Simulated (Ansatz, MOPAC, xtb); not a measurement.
PH3 (SMILES P) and HI (SMILES I) are pulled apart as rigid monomers along the line of their centres of mass, from the B3LYP-D3(BJ)/def2-TZVP minimum. Starting geometry (charge 0, multiplicity 1):
```xyz
6

P     -0.496    -0.553     0.414
H     -1.848    -0.670     0.010
H     -0.162     0.400    -0.579
H     -0.054    -1.666    -0.342
I      0.551    -0.028     4.459
H      0.150    -0.232     2.892
```

Interaction energies with rigid monomers; basis-set methods are counterpoise corrected unless marked otherwise.

Frozen-core correlation. Filled d and f shells under p-block atoms count as core. The state reached by PM6 isn't checked.

Run with Ansatz (a quantum-chemistry and plane-wave program) with Gaussian orbitals; MOPAC for PM6 (differences of heats of formation); xtb for the GFN methods. Each number belongs to the level named beside it. In def2 rows elements past Kr take small-core potentials, without spin–orbit coupling.

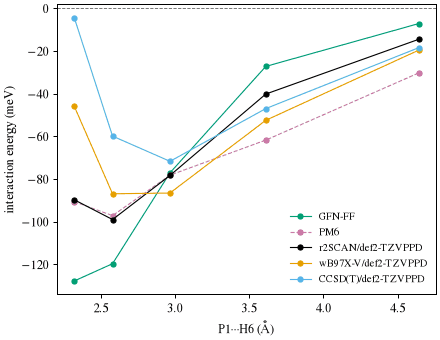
Figure. Interaction energy against separation

Problem. Which level binds most strongly at P1···H6 = 2.58, and by how much?

Solution. GFN-FF, -120 meV.
